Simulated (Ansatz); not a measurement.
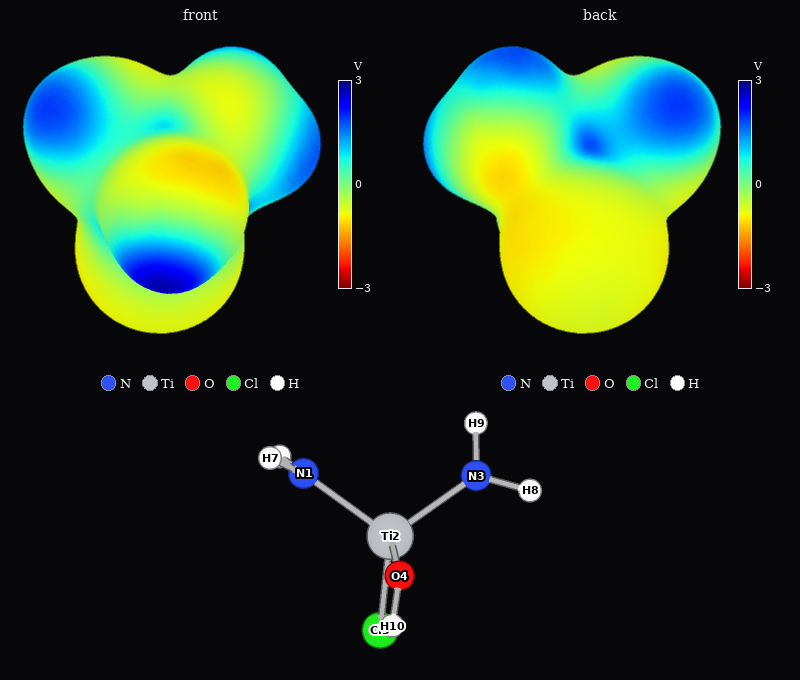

*ClH5N2OTi (SMILES [NH2][Ti]([NH2])([OH])[Cl]). The molecular electrostatic potential painted on the density surface at 0.002 e/bohr³, seen from the front and from behind; red is negative and blue positive. The bare structure is drawn below in the same view.*

Geometry: PBE0-D4/def2-TZVP.

The calculation used RKS PBE0-D4/def2-TZVPP (Ansatz).

```xyz
10

N    -1.5213   -0.0990   -0.6660
Ti    0.1587    0.3421    0.0185
N     0.6567   -0.9982    1.2270
O     1.3665    0.4381   -1.2931
Cl    0.0268    2.3035    1.0798
H    -2.3838    0.0250   -0.1524
H    -1.7137   -0.3653   -1.6213
H     1.6155   -1.1596    1.5038
H     0.0489   -1.6937    1.6333
H     1.8287    1.1563   -1.7266
```

> Describe the electrostatic potential map.

The most negative region (about −1.1 V, or −25 kcal/mol for a unit charge) lies over N3 and O4, the most positive (about +2.6 V, or +60 kcal/mol for a unit charge) over H10.
